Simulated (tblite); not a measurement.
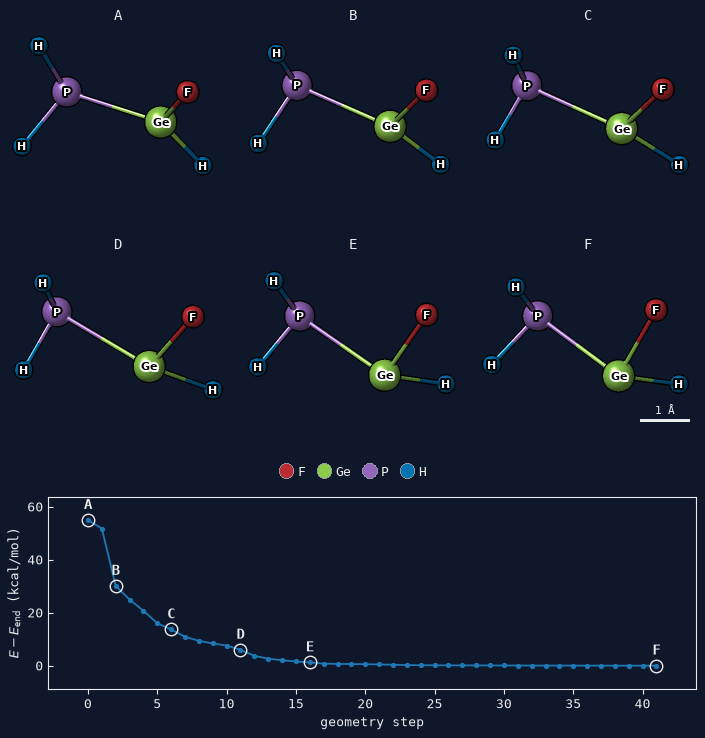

Frames of a relaxation of GePH3F (multiplicity 2), marked on the history of the run. Style: ball-and-stick. Shown from a free direction.

These are results of GFN2-xTB geometry optimisation, gas phase in tblite 0.8.0, not measurements. 

Q: Describe the path.

A: The Ge atom moves most after the best rigid fit: 0.63 Å. Largest moves by element: Ge 0.63 Å, F 0.39 Å, H 0.32 Å, P 0.15 Å. Some distances before and after: Ge–P 2.200 → 2.401 Å, Ge–H 1.499 → 1.622 Å, F–Ge 1.699 → 1.813 Å, H–P 1.471 → 1.391 Å. Bond angles that change, for instance: F–Ge–H 119.9° → 93.1°, F–Ge–P 120.1° → 98.6°, Ge–P–H 110.2° → 94.2°. The energy falls by 55.0 kcal/mol in 41 geometry steps. Cost: 0.1 s on 1 thread of Arm Neoverse V2, with other jobs on the host. From step 0 to 2: the P atom moves most (0.22 Å), energy −24.8 kcal/mol. From step 2 to 6: the P atom moves most (0.17 Å), energy −16.5 kcal/mol. From step 6 to 11: the Ge atom moves most (0.28 Å), energy −7.66 kcal/mol. From step 11 to 16: the P atom moves most (0.21 Å), energy −4.78 kcal/mol. From step 16 to 41: an H atom moves most (0.21 Å), energy −1.22 kcal/mol.
